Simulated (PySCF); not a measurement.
# SnHCl3O (SMILES [OH][Sn]([Cl])([Cl])[Cl]): levels of theory compared

We compute a comparison of 6 runs (HF/3-21G, HF/def2-SVP, PBE/def2-SVPD, PBE0/def2-SVPD, CAM-B3LYP/def2-TZVP, PBE/def2-TZVP) of SnHCl3O. 

The results are computed with PySCF 2.14.0.

**1. Starting point**

SnHCl3O has 6 atoms, charge 0, and is taken as a singlet. SMILES: `[OH][Sn]([Cl])([Cl])[Cl]`. The shape is that of a PBE0-D4/def2-TZVP optimisation.

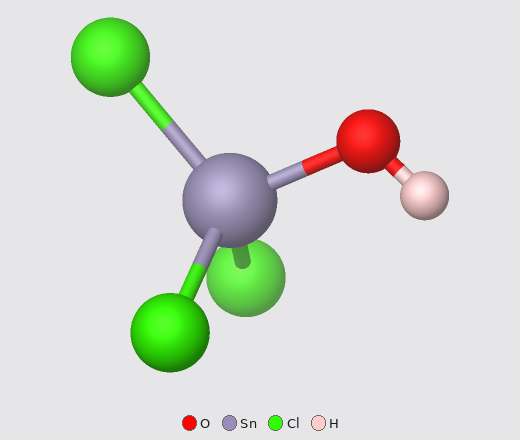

Viewed from a chosen angle; oxygen red, tin purple, chlorine green, hydrogen pink.

**2. Energy and gradient at HF/3-21G (run 1)**

job.py

```python
from pyscf import gto, scf

mol = gto.M(
    atom='''
O     -1.274242     0.902344     2.576831
Sn     0.476022    -0.379835    -0.358859
Cl     3.649439    -2.890714     1.124954
Cl    -2.221184    -2.666970    -2.871439
Cl     2.088147     2.883533    -2.719694
H     -2.638247     2.030511     2.161091
''',
    unit='bohr',
    basis='3-21g',
    verbose=3,
    charge=0,
    max_memory=1860,
)

myscf = scf.RHF(mol)
myscf.conv_tol = 1e-10
myscf.kernel()
if not myscf.converged:
    myscf = myscf.newton().run(myscf.mo_coeff, myscf.mo_occ)

e_final = myscf.e_tot
print('Final energy', e_final)
grad = myscf.nuc_grad_method().kernel()
dip = myscf.dip_moment()
pop, q = myscf.mulliken_pop()
```

Command:

```
$ OMP_NUM_THREADS=1 python job.py
```

The program printed:

```text
converged SCF energy = -7443.37609714974
Final energy -7443.376097149743
--------------- RHF gradients ---------------
         x                y                z
0 O    -0.0063356126     0.0041805007     0.0194050424
1 Sn     0.0132671647    -0.0090771003    -0.0322817876
2 Cl    -0.0241006831     0.0189624311    -0.0097094331
3 Cl     0.0186140998     0.0157864295     0.0175119187
4 Cl    -0.0111668013    -0.0225199786     0.0164065175
5 H     0.0097218325    -0.0073322825    -0.0113322579
----------------------------------------------
Dipole moment(X, Y, Z, Debye): -1.91639,  1.54036,  0.35789
 ** Mulliken pop  **
pop of  0 O 1s            1.98531
pop of  0 O 2s            0.41504
pop of  0 O 3s            1.49127
pop of  0 O 2px           0.67014
pop of  0 O 2py           0.71964
pop of  0 O 2pz           0.68376
pop of  0 O 3px           0.89407
pop of  0 O 3py           0.96124
pop of  0 O 3pz           0.97204
pop of  1 Sn 1s           1.99989
pop of  1 Sn 2s           1.99984
pop of  1 Sn 3s           1.99645
pop of  1 Sn 4s           1.99770
pop of  1 Sn 5s           0.78147
pop of  1 Sn 6s           0.02477
pop of  1 Sn 2px          1.99944
pop of  1 Sn 2py          1.99944
pop of  1 Sn 2pz          1.99943
pop of  1 Sn 3px          1.99864
pop of  1 Sn 3py          1.99864
pop of  1 Sn 3pz          1.99864
pop of  1 Sn 4px          1.98148
pop of  1 Sn 4py          1.98121
pop of  1 Sn 4pz          1.98211
pop of  1 Sn 5px          0.45171
pop of  1 Sn 5py          0.45007
pop of  1 Sn 5pz          0.42491
pop of  1 Sn 6px          0.04821
pop of  1 Sn 6py          0.04752
pop of  1 Sn 6pz          0.04097
pop of  1 Sn 3dxy         1.99917
pop of  1 Sn 3dyz         1.99918
pop of  1 Sn 3dz^2        1.99955
pop of  1 Sn 3dxz         1.99906
pop of  1 Sn 3dx2-y2      1.99976
pop of  1 Sn 4dxy         1.99892
pop of  1 Sn 4dyz         1.99917
pop of  1 Sn 4dz^2        1.99911
pop of  1 Sn 4dxz         1.99862
pop of  1 Sn 4dx2-y2      1.99947
pop of  2 Cl 1s           1.99861
pop of  2 Cl 2s           1.95935
pop of  2 Cl 3s           1.11514
pop of  2 Cl 4s           0.94881
pop of  2 Cl 2px          1.96700
pop of  2 Cl 2py          1.96840
pop of  2 Cl 2pz          1.96979
pop of  2 Cl 3px          0.95908
pop of  2 Cl 3py          1.00029
pop of  2 Cl 3pz          1.04216
pop of  2 Cl 4px          0.81023
pop of  2 Cl 4py          0.84717
pop of  2 Cl 4pz          0.88262
pop of  3 Cl 1s           1.99861
pop of  3 Cl 2s           1.95932
pop of  3 Cl 3s           1.11276
pop of  3 Cl 4s           0.94745
pop of  3 Cl 2px          1.96789
pop of  3 Cl 2py          1.96873
pop of  3 Cl 2pz          1.96853
pop of  3 Cl 3px          0.98511
pop of  3 Cl 3py          1.01031
pop of  3 Cl 3pz          1.00317
pop of  3 Cl 4px          0.83884
pop of  3 Cl 4py          0.85970
pop of  3 Cl 4pz          0.85886
pop of  4 Cl 1s           1.99861
pop of  4 Cl 2s           1.95932
pop of  4 Cl 3s           1.11269
pop of  4 Cl 4s           0.94764
pop of  4 Cl 2px          1.96968
pop of  4 Cl 2py          1.96667
pop of  4 Cl 2pz          1.96880
pop of  4 Cl 3px          1.03847
pop of  4 Cl 3py          0.94893
pop of  4 Cl 3pz          1.01111
pop of  4 Cl 4px          0.88576
pop of  4 Cl 4py          0.80640
pop of  4 Cl 4pz          0.86590
pop of  5 H 1s            0.41924
pop of  5 H 2s            0.16580
 ** Mulliken atomic charges  **
charge of    0O =     -0.79252
charge of    1Sn =      1.80547
charge of    2Cl =     -0.46865
charge of    3Cl =     -0.47927
charge of    4Cl =     -0.47998
charge of    5H =      0.41496
```

Wall time 7.5 s (1 thread of Intel Xeon at 2.70GHz, shared host); peak memory 0.16 GiB.

**3. Energy and forces at HF/def2-SVP (core potential) (run 2)**

job.py

```python
from pyscf import gto

system = gto.M(
    atom=[
    ('O', (-0.674300, 0.477500, 1.363600)),
    ('Sn', (0.251900, -0.201000, -0.189900)),
    ('Cl', (1.931200, -1.529700, 0.595300)),
    ('Cl', (-1.175400, -1.411300, -1.519500)),
    ('Cl', (1.105000, 1.525900, -1.439200)),
    ('H', (-1.396100, 1.074500, 1.143600)),
],
    basis='def2-svp',
    spin=0,
    max_memory=1860,
    ecp={'Sn': 'def2-svp'},
    verbose=4,
)

mf = system.RHF()
mf.conv_tol = 1e-10
mf.kernel()
if not mf.converged:
    mf = mf.newton().run(mf.mo_coeff, mf.mo_occ)

etot = mf.e_tot
print('E = %.10f Eh' % etot)
grad = mf.nuc_grad_method().kernel()
mf.analyze()
```

Command:

```
$ OMP_NUM_THREADS=1 python job.py
```

The program printed:

```text
PySCF version 2.14.0

[... 82 lines left out ...]
DFT Exchange-Correlation Energy =     -108.615783076015759
[... 10 lines left out ...]
MO #9   energy= -8.05204203713588  occ= 2
[... 8 lines left out ...]
MO #18  energy= -4.16676633045102  occ= 2
[... 8 lines left out ...]
MO #27  energy= -1.11623473528207  occ= 2
[... 8 lines left out ...]
MO #36  energy= -0.492016208633709 occ= 2
[... 8 lines left out ...]
MO #45  energy= 0.152571426131005  occ= 0
[... 8 lines left out ...]
MO #54  energy= 0.597127604373324  occ= 0
[... 8 lines left out ...]
MO #63  energy= 1.01471127217869   occ= 0
[... 8 lines left out ...]
MO #72  energy= 1.11074885342013   occ= 0
[... 8 lines left out ...]
MO #81  energy= 1.32632311574409   occ= 0
[... 8 lines left out ...]
MO #90  energy= 2.53388265072454   occ= 0
[... 8 lines left out ...]
MO #99  energy= 52.3754520245837   occ= 0
[... 69 lines left out ...]
pop of  3 Cl 3pz          1.88781
pop of  3 Cl 4px          0.00684
pop of  3 Cl 4py          0.00655
pop of  3 Cl 4pz          0.00512
pop of  3 Cl 3dxy         0.00720
pop of  3 Cl 3dyz         0.00604
pop of  3 Cl 3dz^2        0.00348
pop of  3 Cl 3dxz         0.00709
pop of  3 Cl 3dx2-y2      0.00437
pop of  4 Cl 1s           2.00000
pop of  4 Cl 2s           1.99996
pop of  4 Cl 3s           1.96862
pop of  4 Cl 4s           0.01012
pop of  4 Cl 2px          1.99999
pop of  4 Cl 2py          1.99998
pop of  4 Cl 2pz          1.99999
pop of  4 Cl 3px          1.93949
pop of  4 Cl 3py          1.81887
pop of  4 Cl 3pz          1.89864
pop of  4 Cl 4px          0.00533
pop of  4 Cl 4py          0.00675
pop of  4 Cl 4pz          0.00553
pop of  4 Cl 3dxy         0.00666
pop of  4 Cl 3dyz         0.00840
pop of  4 Cl 3dz^2        0.00372
pop of  4 Cl 3dxz         0.00390
pop of  4 Cl 3dx2-y2      0.00512
pop of  5 H 1s            0.64960
pop of  5 H 2s            0.01903
pop of  5 H 2px           0.00233
pop of  5 H 2py           0.00218
pop of  5 H 2pz           0.00216
 ** Mulliken atomic charges  **
charge of    0O =     -1.08041
charge of    1Sn =      2.79088
charge of    2Cl =     -0.67380
charge of    3Cl =     -0.68034
charge of    4Cl =     -0.68105
charge of    5H =      0.32471
Dipole moment(X, Y, Z, Debye): -1.22215,  1.00765, -0.26510
```

Run time: 12 s. Hardware: 1 thread of Intel Xeon at 2.70GHz, shared host; peak memory 0.21 GiB.

Run 3 isn't shown in full; the table further down has it.

**4. Energy and forces at PBE0/def2-SVPD (core potential) (run 4)**

run.py

```python
import pyscf.grad
from pyscf import gto, dft

system = gto.M(
    atom=[
    ('O', (-0.674300, 0.477500, 1.363600)),
    ('Sn', (0.251900, -0.201000, -0.189900)),
    ('Cl', (1.931200, -1.529700, 0.595300)),
    ('Cl', (-1.175400, -1.411300, -1.519500)),
    ('Cl', (1.105000, 1.525900, -1.439200)),
    ('H', (-1.396100, 1.074500, 1.143600)),
],
    verbose=3,
    ecp={'Sn': 'def2-svp'},
    basis='def2-svpd',
    charge=0,
    max_memory=1860,
    spin=0,
)

mf = dft.RKS(system, xc='pbe0')
mf.conv_tol = 1e-10
mf.grids.level = 5
mf.kernel()
if not mf.converged:
    mf = mf.newton().run(mf.mo_coeff, mf.mo_occ)

e_final = mf.e_tot
print('E(%s) = %.9f' % ('PBE0', e_final))
grad = mf.Gradients().kernel()
mf.analyze()
```

Command:

```
$ OMP_NUM_THREADS=1 python run.py
```

The program printed:

```text
converged SCF energy = -1669.87432222003
[... 11 lines left out ...]
MO #1   energy= -101.718110401538  occ= 2
[... 12 lines left out ...]
MO #14  energy= -7.29668286613407  occ= 2
[... 12 lines left out ...]
MO #27  energy= -0.87830471804352  occ= 2
[... 12 lines left out ...]
MO #40  energy= -0.358853167810469 occ= 2
[... 12 lines left out ...]
MO #53  energy= 0.0893289624530656 occ= 0
[... 12 lines left out ...]
MO #66  energy= 0.201177490903774  occ= 0
[... 12 lines left out ...]
MO #79  energy= 0.33911900619434   occ= 0
[... 12 lines left out ...]
MO #92  energy= 0.535978764040897  occ= 0
[... 12 lines left out ...]
MO #105 energy= 0.969651979467899  occ= 0
[... 12 lines left out ...]
MO #118 energy= 1.06418559432883   occ= 0
[... 12 lines left out ...]
MO #131 energy= 1.63555208331352   occ= 0
[... 12 lines left out ...]
MO #144 energy= 52.2987167300836   occ= 0
[... 7 lines left out ...]
Dipole moment(X, Y, Z, Debye): -1.03850,  0.85021, -0.07094
```

Run time: 94 s. Hardware: 1 thread of Intel Xeon at 2.70GHz, shared host; peak memory 1.6 GiB.

Run 5 isn't shown in full; the table further down has it.

**5. Energy and gradient at PBE/def2-TZVP (core potential) (run 6)**

job.py

```python
import pyscf.grad
from pyscf import gto, dft

mol = gto.M(
    atom='''
O     -1.274242     0.902344     2.576831
Sn     0.476022    -0.379835    -0.358859
Cl     3.649439    -2.890714     1.124954
Cl    -2.221184    -2.666970    -2.871439
Cl     2.088147     2.883533    -2.719694
H     -2.638247     2.030511     2.161091
''',
    ecp={'Sn': 'def2-svp'},
    unit='bohr',
    verbose=3,
    charge=0,
    max_memory=1860,
    basis='def2-tzvp',
)

calc0 = dft.RKS(mol, xc='pbe')
calc0.conv_tol = 1e-10
calc0.grids.level = 5
calc0.kernel()
if not calc0.converged:
    calc0 = calc0.newton().run(calc0.mo_coeff, calc0.mo_occ)

energy = calc0.e_tot
print('Final energy', energy)
grad = calc0.Gradients().kernel()
dip = calc0.dip_moment()
pop, q = calc0.mulliken_pop()
```

Command:

```
$ OMP_NUM_THREADS=1 python job.py
```

The program printed:

```text
converged SCF energy = -1670.31699667455
Final energy -1670.3169966745534
[... 9 lines left out ...]
Dipole moment(X, Y, Z, Debye): -1.07908,  0.87962, -0.00761
[... 166 lines left out ...]
pop of  4 Cl 3pz          0.55441
pop of  4 Cl 4px          0.38754
pop of  4 Cl 4py          0.35593
pop of  4 Cl 4pz          0.37719
pop of  4 Cl 5px          0.97668
pop of  4 Cl 5py          0.90101
pop of  4 Cl 5pz          0.95264
pop of  4 Cl 6px          0.52662
pop of  4 Cl 6py          0.46267
pop of  4 Cl 6pz          0.50558
pop of  4 Cl 3dxy         0.00107
pop of  4 Cl 3dyz         0.00177
pop of  4 Cl 3dz^2        0.00049
pop of  4 Cl 3dxz         0.00063
pop of  4 Cl 3dx2-y2      0.00086
pop of  4 Cl 4dxy         0.00511
pop of  4 Cl 4dyz         0.00767
pop of  4 Cl 4dz^2        0.00315
pop of  4 Cl 4dxz         0.00312
pop of  4 Cl 4dx2-y2      0.00442
pop of  4 Cl 4f-3         0.00022
pop of  4 Cl 4f-2         0.00043
pop of  4 Cl 4f-1         0.00034
pop of  4 Cl 4f+0         0.00020
pop of  4 Cl 4f+1         0.00009
pop of  4 Cl 4f+2         0.00035
pop of  4 Cl 4f+3         0.00027
pop of  5 H 1s            0.25941
pop of  5 H 2s            0.33291
pop of  5 H 3s            0.03728
pop of  5 H 2px           0.01899
pop of  5 H 2py           0.01837
pop of  5 H 2pz           0.01415
 ** Mulliken atomic charges  **
charge of    0O =     -0.57182
charge of    1Sn =      1.10640
charge of    2Cl =     -0.28044
charge of    3Cl =     -0.28639
charge of    4Cl =     -0.28664
charge of    5H =      0.31889
```

It took 3.3 min on 1 thread of Intel Xeon at 2.70GHz, shared host; peak memory 3.1 GiB.

**6. The series**

```tsv
run	level	core potential	integration grid	energy (Eh)	dipole moment (D)	HOMO energy (eV)	LUMO energy (eV)	wall time
1	HF/3-21G	–	–	-7443.376097	2.48	-13.45	0.49	7.5 s
2	HF/def2-SVP (core potential)	def2-svp	–	-1666.943569	1.61	-12.95	1.26	12 s
3	PBE/def2-SVPD (core potential)	def2-svp	5	-1669.754013	1.31	-8.14	-3.95	88 s
4	PBE0/def2-SVPD (core potential)	def2-svp	5	-1669.874322	1.34	-9.73	-3.05	94 s
5	CAM-B3LYP/def2-TZVP (core potential)	def2-svp	5	-1670.961617	1.43	-11.01	-1.80	6.4 min
6	PBE/def2-TZVP (core potential)	def2-svp	5	-1670.316997	1.39	-8.00	-3.71	3.3 min
```

**7. Outcome**

```
                       quantity           value
            run 6: total energy  -1670.31700 Eh
           run 6: dipole moment          1.39 D
             run 6: HOMO energy        -8.00 eV
             run 6: LUMO energy        -3.71 eV
           run 6: HOMO–LUMO gap         4.29 eV
run 6: largest force on an atom      0.762 eV/Å
```

In words: The dipole moment (its size) runs from 1.31 D (PBE/def2-SVPD) to 2.48 D (HF/3-21G). The two ends differ in method and basis and core potential. The HOMO–LUMO gap runs from 4.19 eV (PBE/def2-SVPD) to 14.21 eV (HF/def2-SVP). The two ends differ in method and basis. Totals of different functionals can't be ranked against each other. Some runs of one species differ in core potentials or relativity; totals across that change don't compare. In run 1 relativity is left out where basis or elements ask for it. All runs together took 13 min, the longest 6.4 min.
